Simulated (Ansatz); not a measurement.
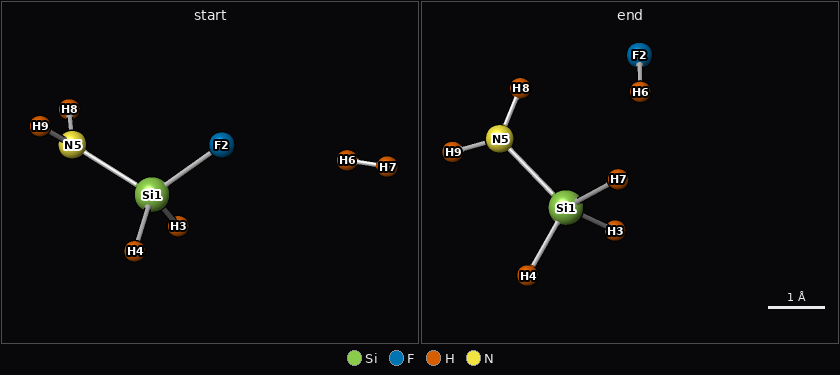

The two relaxed end points of a path for SiNH6F, made up of SiNH$_{4}$F and H2. A ball-and-stick model, seen at a tilt.

The calculation used Ansatz 0.2.0, RKS PBE/def2-SVP.

Settings: 5 movable images; climbing image; force threshold 0.03 eV/Å; iteration limit 60.

Start:
```xyz
9

Si   -0.1059   -0.0118    0.6928
F     0.3700    0.0205   -0.8908
H     0.5674   -1.2006    1.3044
H     0.3085    1.3024    1.2777
N    -1.8027   -0.1848    0.9280
H     2.3561    0.2437   -2.2034
H     3.0080    0.3174   -2.6053
H    -2.2640   -1.0814    0.7573
H    -2.4374    0.5945    0.7393
```

End:
```xyz
9

Si    0.4647    0.3299    0.6999
F     0.2681   -1.1834   -1.9433
H     1.1176   -0.8990    1.2883
H     0.5911    1.4516    1.6914
N    -1.1909    0.2380    0.1762
H     0.7605   -0.4110   -1.7123
H     1.2978    0.6895   -0.5206
H    -1.3792   -0.4474   -0.5631
H    -1.9298    0.2317    0.8836
```

Q: Predict the minimum-energy path and its barrier.

A: Forward barrier 45.9 kcal/mol, backward barrier 19.0 kcal/mol, with image 4 at the top; the reaction energy is +26.9 kcal/mol. Breaking: H6–H7 (0.77 → 0.99 at the top → 1.71 Å), Si1–F2 (1.65 → 1.98 at the top → 3.05 Å). Forming: F2–H6 (2.39 → 1.22 at the top → 0.94 Å), Si1–H7 (4.55 → 1.74 at the top → 1.52 Å). The band converged in 50 iterations. The largest component of the band force went from 5.4 to 0.021 eV/Å. The climbing image converged on the top of the path. Its vibrational analysis gives one imaginary mode (884i cm⁻¹), as a transition state must have.

Energies of the converged images:

```json
{"image": "0", "path (Å)": "0.00", "E (kcal/mol)": "0.0"}
{"image": "1", "path (Å)": "1.39", "E (kcal/mol)": "0.0"}
{"image": "2", "path (Å)": "2.77", "E (kcal/mol)": "0.5"}
{"image": "3", "path (Å)": "4.16", "E (kcal/mol)": "10.5"}
{"image": "4", "path (Å)": "5.54", "E (kcal/mol)": "45.9"}
{"image": "5", "path (Å)": "6.41", "E (kcal/mol)": "28.5"}
{"image": "6", "path (Å)": "7.28", "E (kcal/mol)": "26.9"}
```

The geometry at the top of the path:

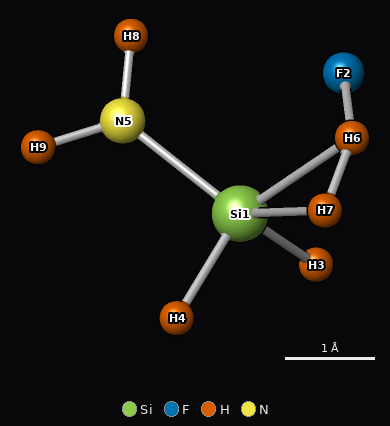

Limits of the set-up: the start holds two separate molecules, 2.4 Å apart at their closest, whose relative position is a soft coordinate and is computed without a dispersion correction.
